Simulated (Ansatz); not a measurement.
**Profile along the Ta–Ta line in Ta3Sn (A15, Cr3Si type)**

Ta$_{3}$Sn (A15, Cr3Si type)

```cif
data_Sn2Ta6
_chemical_formula_sum 'Ta6 Sn2'
_space_group_name_H-M_alt 'Pm-3n'
_space_group_IT_number 223
_space_group_name_Hall '-P 4n 2 3'
_cell_length_a 5.21870
_cell_length_b 5.21870
_cell_length_c 5.21870
_cell_angle_alpha 90.000
_cell_angle_beta 90.000
_cell_angle_gamma 90.000
loop_
_atom_site_label
_atom_site_type_symbol
_atom_site_symmetry_multiplicity
_atom_site_Wyckoff_symbol
_atom_site_fract_x
_atom_site_fract_y
_atom_site_fract_z
_atom_site_occupancy
Ta1 Ta 6 c 0.00000 0.50000 0.25000 1
Sn1 Sn 2 a 0.00000 0.00000 0.00000 1
```

Fields along a shortest Ta–Ta line of a {100} plane (2.61 Å), from Ta to Ta, interpolated on the slice's grid (step about 0.2 Å). Level of theory: LDA (plane waves to 420 eV, PAW, scalar-relativistic; Ansatz, a first-principles code). k mesh 9×9×9. These are valence fields of a PAW run, semicore shells included where kept as valence: close to a nucleus they are smooth pseudo fields. Spin-orbit coupling is left out, though Ta is heavy. Ta3Sn is run without spin polarisation. Ta3Sn was relaxed with its symmetry unable to fall.

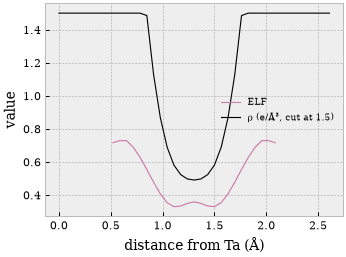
ELF (away from the nuclei) and valence density from Ta to Ta.

Density on the Ta–Ta line (2.61 Å) at its midpoint: 0.49 e/Å³. ELF at that point: 0.36.
